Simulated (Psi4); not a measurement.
**C2HBF (SMILES C#C[B]F), step by step**

Wanted: a structure relaxation (UBLYP/def2-SVP), then vibrational wavenumbers, then the vertical excitations (TD-BLYP/def2-SVP) of C2HBF. 

Program for the calculation: Psi4 1.11.

## (1) Starting point

C2HBF: 5 atoms, total charge 0, spin state doublet. SMILES: `C#C[B]F`. The shape is that of a GFN2-xTB optimisation. The run starts from this shape.

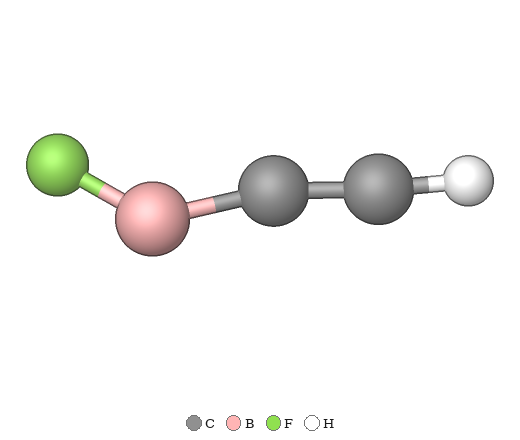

The structure, seen from a chosen angle (carbon grey, boron pink, fluorine green, hydrogen white).

## (2) A structure relaxation at UBLYP/def2-SVP (density fitting) (run 1)

Input file run.py:

```python
import psi4

psi4.set_memory(1600000000)
psi4.set_num_threads(1)
psi4.set_output_file('psi4.out', False)

geom = psi4.geometry("""
0 2
C      0.474210     1.182570    -0.300500
C      0.054740     0.071670    -0.013790
B     -0.121090    -1.312180     0.405000
F     -1.161060    -2.103920     0.468170
H      0.753200     2.161860    -0.558870
units angstrom
symmetry c1
""")

psi4.set_options({
    'reference': 'uks',
    'geom_maxiter': 60,
})

e = psi4.optimize('blyp/def2-SVP')
print('E =', round(e, 9))
geom.save_xyz_file('final.xyz', False)
for k, v in sorted(psi4.core.scalar_variables().items()):
    print(f'{k:45s} {v:18.10f}')
```

Started as:

```console
$ python run.py
```

psi4.out:

```text
[...]
  Running in c1 symmetry.
[...]
  Nuclear repulsion =   75.665677248031173
[...]
  Multiplicity = 2
[...]
  Nalpha       = 14
  Nbeta        = 13
[...]
    Number of basis functions: 61
[...]
   @DF-UKS iter   1:  -200.85295533382896   -1.72481e-01   1.24786e-02 DIIS/ADIIS
[...]
   @DF-UKS iter   8:  -201.22729285061882   -1.22213e-12   4.35318e-09 DIIS
[...]
   @S^2 Observed:                7.533952417E-01
[...]
  @DF-UKS Final Energy:  -201.22729285061882
   => Energetics <=
    Nuclear Repulsion Energy =             74.6998381698564913
    One-Electron Energy =                -422.4164558842066981
    Two-Electron Energy =                 172.0487757315346187
    DFT Exchange-Correlation Energy =     -25.5594508678032355
    Empirical Dispersion Energy =           0.0000000000000000
    VV10 Nonlocal Energy =                  0.0000000000000000
    Total Energy =                       -201.2272928506188236
[...]
 Multipole Moments:
 ------------------------------------------------------------------------------------
     Multipole            Electronic (a.u.)      Nuclear  (a.u.)        Total (a.u.)
 ------------------------------------------------------------------------------------
 L = 1.  Multiply by 2.5417464519 to convert [e a0] to [Debye]
 Dipole X            :         -1.5353943            1.6447185            0.1093242
 Dipole Y            :         -4.1110027            4.6850218            0.5740191
 Dipole Z            :          1.0502883           -1.2166051           -0.1663168
 Magnitude           :                                                    0.6075450
[...]
  -Total Gradient:
     Atom            X                  Y                   Z
    ------   -----------------  -----------------  -----------------
       1        0.000000819749    -0.000105312161    -0.000013938522
       2       -0.000007996458    -0.000023224969     0.000053149018
       3       -0.000095714159    -0.000137585201     0.000017015026
       4        0.000049683772    -0.000045071286     0.000021525336
       5       -0.000102350733    -0.000059054699     0.000015407338
[...]
    Final optimized geometry and variables:
    Molecular point group: c1
    Full point group: C1
    Geometry (in Angstrom), charge = 0, multiplicity = 2:
    C            0.753074582284     1.880713098824    -0.471233818135
    C            0.400536398721     0.736549638541    -0.164129477288
    B            0.199960382747    -0.682582944171     0.259358046335
    F           -0.900330490820    -1.410575152033     0.290368547131
    H            1.051854165935     2.883721434017    -0.741727070530
[...]
```

Standard output:

```text
Optimizer: Optimization complete!
E = -201.227292851
CURRENT ENERGY                                   -201.2272928506
CURRENT REFERENCE ENERGY                         -201.2272928506
DD SOLVATION ENERGY                                 0.0000000000
DFT FUNCTIONAL TOTAL ENERGY                      -201.2272928506
DFT TOTAL ENERGY                                 -201.2272928506
DFT VV10 ENERGY                                     0.0000000000
DFT XC ENERGY                                     -25.5594508678
GRID ELECTRONS ALPHA                               14.0000003298
GRID ELECTRONS BETA                                13.0000005935
GRID ELECTRONS TOTAL                               27.0000009233
NUCLEAR REPULSION ENERGY                           74.6998381699
ONE-ELECTRON ENERGY                              -422.4164558842
OPTIMIZATION ITERATIONS                             7.0000000000
PCM POLARIZATION ENERGY                             0.0000000000
PE ENERGY                                           0.0000000000
SCF ITERATION ENERGY                             -201.2272928506
SCF ITERATIONS                                      8.0000000000
SCF TOTAL ENERGY                                 -201.2272928506
TWO-ELECTRON ENERGY                               172.0487757315
XC GRID RADIAL POINTS                              75.0000000000
XC GRID SPHERICAL POINTS                          302.0000000000
XC GRID TOTAL POINTS                           108633.0000000000
```

It took 47 s on 1 thread of Intel Xeon Platinum 8259CL at 2.50GHz (Skylake/Cascade Lake), shared host; peak memory 0.41 GiB.

The path in brief:

| step | energy from the first frame kept (eV) | largest force (eV/Å) |
| --- | --- | --- |
| 0 | 0.0000 | 1.2592 |
| 1 | -0.0570 | 0.2148 |
| 2 | -0.0603 | 0.1561 |
| 3 | -0.0629 | 0.0834 |
| 4 | -0.0632 | 0.0600 |
| 5 | -0.0635 | 0.0161 |
| 6 | -0.0635 | 0.0087 |

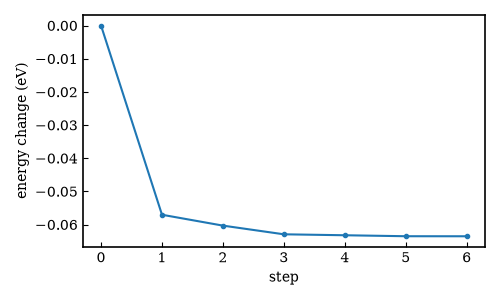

Energy along the run.

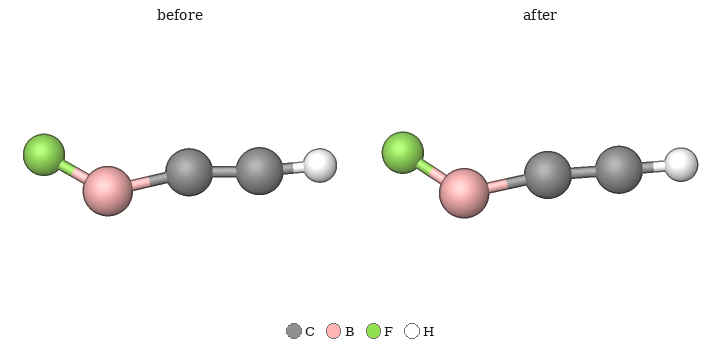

Before and after, at one scale.

After the run. Bond lengths: C1–C2 1.236 Å, C2–B3 1.494 Å, B3–F4 1.320 Å, C1–H5 1.081 Å. Angles: C1–C2–B3 171.0°, C2–B3–F4 130.0°, C2–C1–H5 179.5°.

## (3) Vibrational wavenumbers at UBLYP/def2-SVP (density fitting) (run 2)

Input file input.inp:

```
memory 1600 MB

molecule {
  0 2
  C      0.86373523     2.27667589    -0.58072607
  C      0.19753496     0.11451929    -0.00038361
  B     -0.18149875    -2.56725152     0.79989272
  F     -2.26074739    -3.94295702     0.85849313
  H      1.42834760     4.17208632    -1.09188375
  units au
}

set {
  basis                      def2-SVP
  reference                  uks
  t                          400.0
  rotational_symmetry_number 1
}

e_tot, wfn = freq("blyp", return_wfn=True)
```

Started as:

```console
$ psi4 -i input.inp -o input.out -n 1
```

input.out:

```text
[...]
  Running in c1 symmetry.
[...]
  Nuclear repulsion =   74.699841296083136
[...]
  Multiplicity = 2
[...]
  Nalpha       = 14
  Nbeta        = 13
[...]
    Number of basis functions: 61
[...]
   @DF-UKS iter   1:  -200.87692744337042   -2.41101e-01   1.21257e-02 DIIS/ADIIS
[...]
   @DF-UKS iter  15:  -201.22729247734151   -4.26326e-13   1.87913e-09 DIIS
[...]
   @S^2 Observed:                7.533953760E-01
[...]
  @DF-UKS Final Energy:  -201.22729247734151
   => Energetics <=
    Nuclear Repulsion Energy =             74.6972604005393066
    One-Electron Energy =                -422.4117968632490374
    Two-Electron Energy =                 172.0464707648263811
    DFT Exchange-Correlation Energy =     -25.5592267794581787
    Empirical Dispersion Energy =           0.0000000000000000
    VV10 Nonlocal Energy =                  0.0000000000000000
    Total Energy =                       -201.2272924773415070
[...]
  -Total Gradient:
     Atom            X                  Y                   Z
    ------   -----------------  -----------------  -----------------
       1       -0.000138412722    -0.000519235977     0.000237847376
       2        0.000004759319    -0.000027744517     0.000002279821
       3       -0.000102664419    -0.000135934471     0.000009549073
       4        0.000049959523    -0.000049578581     0.000023165163
       5        0.000030542621     0.000362664395    -0.000178481227
[...]
  ==> Harmonic Vibrational Analysis <==
[...]
  Freq [cm^-1]                 204.0210            263.6531            489.0033
[...]
  IR activ [km/mol]             1.8736              1.4054              8.3237
[...]
  Freq [cm^-1]                 573.9232            759.4574            819.8129
[...]
  IR activ [km/mol]            45.0875             19.8236             10.2881
[...]
  Freq [cm^-1]                1370.0863           2028.1833           3378.7455
[...]
  IR activ [km/mol]            278.9751            32.3939             65.8340
[...]
  Total E_0, Enthalpy at 0 [K]                                                         -201.20476887 [Eh]
[...]
  Total H, Enthalpy at  400.00 [K]                                                     -201.19674099 [Eh]
[...]
  Total G, Gibbs energy at  400.00 [K]                                                 -201.24269744 [Eh]
[...]
```

The script printed:

```text
Warning: used thermodynamics relations inappropriate for low-frequency modes: ['204.0210' '263.6531' '489.0033' '573.9232']
```

Wall time 4 min (1 thread of Intel Xeon Platinum 8259CL at 2.50GHz (Skylake/Cascade Lake), shared host); peak memory 0.4 GiB.

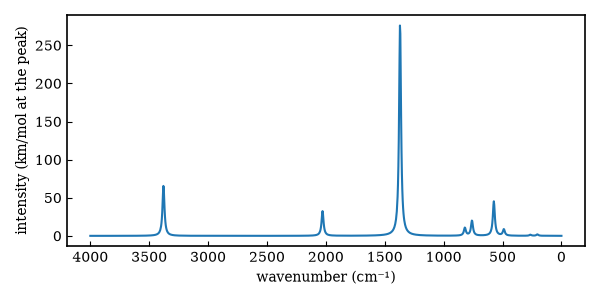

Harmonic infrared spectrum, unscaled, lines broadened by 10 cm⁻¹.

## (4) The vertical excitations at TD-BLYP/def2-SVP (density fitting, save jk yes) (run 3)

Input file job.dat:

```
memory 1.6 GB

molecule {
  0 2
  C      0.86373523     2.27667589    -0.58072607
  C      0.19753496     0.11451929    -0.00038361
  B     -0.18149875    -2.56725152     0.79989272
  F     -2.26074739    -3.94295702     0.85849313
  H      1.42834760     4.17208632    -1.09188375
  units au
}

set {
  basis def2-SVP
  reference uks
  save_jk true
}

from psi4.driver.procrouting.response.scf_response import tdscf_excitations
E, wfn = energy('blyp', return_wfn=True)
states = tdscf_excitations(wfn, states=6, tda=False)
```

Started as:

```console
$ psi4 job.dat job.out -n 1
```

job.out:

```text
[...]
  Running in c1 symmetry.
[...]
  Nuclear repulsion =   74.699841296083136
[...]
  Multiplicity = 2
[...]
  Nalpha       = 14
  Nbeta        = 13
[...]
    Number of basis functions: 61
[...]
   @DF-UKS iter   1:  -200.87692744348720   -2.41101e-01   1.21257e-02 DIIS/ADIIS
[...]
   @DF-UKS iter  11:  -201.22729284785771   -1.38161e-08   4.65425e-07 DIIS
[...]
   @S^2 Observed:                7.533931252E-01
[...]
  @DF-UKS Final Energy:  -201.22729284785771
   => Energetics <=
    Nuclear Repulsion Energy =             74.6998412960831359
    One-Electron Energy =                -422.4164248455672350
    Two-Electron Energy =                 172.0487343328998691
    DFT Exchange-Correlation Energy =     -25.5594436312734850
    Empirical Dispersion Energy =           0.0000000000000000
    VV10 Nonlocal Energy =                  0.0000000000000000
    Total Energy =                       -201.2272928478577114
[...]
 Multipole Moments:
 ------------------------------------------------------------------------------------
     Multipole            Electronic (a.u.)      Nuclear  (a.u.)        Total (a.u.)
 ------------------------------------------------------------------------------------
 L = 1.  Multiply by 2.5417464519 to convert [e a0] to [Debye]
 Dipole X            :         -1.5354073            1.6447187            0.1093115
 Dipole Y            :         -4.1110363            4.6850212            0.5739849
 Dipole Z            :          1.0502970           -1.2166048           -0.1663078
 Magnitude           :                                                    0.6075079
[...]
**********                               WARNING                                **********
**********       The names of excited state variables changed between 1.5       **********
[...]
**********                               WARNING                                **********
**********  Length-gauge rotatory strengths are **NOT** gauge-origin invariant  **********
[...]
                                    Excitation Energy         Total Energy        Oscillator Strength             Rotatory Strength
[...]
Excited State    1 (1 A):   0.05604 au   813.06 nm f = 0.0038
[...]
Excited State    3 (1 A):   0.14820 au   307.44 nm f = 0.0176
[...]
Excited State    4 (1 A):   0.15555 au   292.91 nm f = 0.0000
[...]
Excited State    5 (1 A):   0.16531 au   275.62 nm f = 0.0227
[...]
Excited State    6 (1 A):   0.17303 au   263.33 nm f = 0.0000
[...]
**********                               WARNING                                **********
**********       The names of excited state variables changed between 1.5       **********
[...]
```

Run time: 41 s. Hardware: 1 thread of Intel Xeon Platinum 8259CL at 2.50GHz (Skylake/Cascade Lake), shared host; peak memory 0.38 GiB.

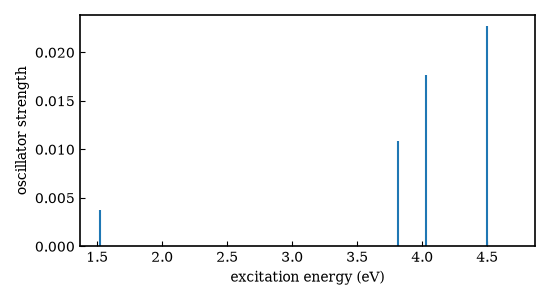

Vertical excitations as sticks.

The roots found:

| excited state | energy (eV) | strength | label |
| --- | --- | --- | --- |
| 1 | 1.525 | 0.0038 | A 1 |
| 2 | 3.817 | 0.0109 | A 1 |
| 3 | 4.033 | 0.0176 | A 1 |
| 4 | 4.233 | 0.0000 | A 1 |
| 5 | 4.498 | 0.0227 | A 1 |
| 6 | 4.708 | 0.0000 | A 1 |

## (5) Summary of results

| quantity | value |
| --- | --- |
| run 1, UBLYP/def2-SVP: total energy at the end | -201.22729 Eh |
| run 1, UBLYP/def2-SVP: dipole moment | 1.54 D |
| run 1, UBLYP/def2-SVP: HOMO energy (highest over α and β) | -4.42 eV |
| run 1, UBLYP/def2-SVP: LUMO energy (lowest over α and β) | -2.84 eV |
| run 1, UBLYP/def2-SVP: ⟨S²⟩ | 0.753 |
| run 2, UBLYP/def2-SVP: lowest harmonic wavenumber | 204 cm⁻¹ |
| run 2, UBLYP/def2-SVP: highest harmonic wavenumber | 3379 cm⁻¹ |
| run 2, UBLYP/def2-SVP: zero-point energy | 59.1 kJ/mol |
| run 2, UBLYP/def2-SVP: ideal-gas entropy at 400 K (symmetry number 1 as used) | 72.1 cal/(mol K) |
| run 3, TD-BLYP/def2-SVP: ground-state or mean-field energy | -201.22729 Eh |
| run 3, TD-BLYP/def2-SVP: dipole moment (BLYP Kohn–Sham density) | 1.54 D |
| run 3, TD-BLYP/def2-SVP: HOMO energy (BLYP Kohn–Sham orbitals) (highest over α and β) | -4.42 eV |
| run 3, TD-BLYP/def2-SVP: LUMO energy (BLYP Kohn–Sham orbitals) (lowest over α and β) | -2.84 eV |
| run 3, TD-BLYP/def2-SVP: ⟨S²⟩ of the reference determinant | 0.753 |
| run 3, TD-BLYP/def2-SVP: lowest excitation energy | 1.52 eV |

The optimisation (run 1, UBLYP/def2-SVP) took 7 steps and changed the energy by -0.064 eV. All 9 modes (run 2, UBLYP/def2-SVP) are real, so the shape is a minimum at this level. The brightest of the 6 transitions from the ground state lies at 4.50 eV (276 nm, f = 0.023); the lowest, at 1.52 eV, has f = 0.004. Roots above 4.4 eV lie over the negative of the HOMO energy, where those of Rydberg kind are poorly described; valence roots are less touched.
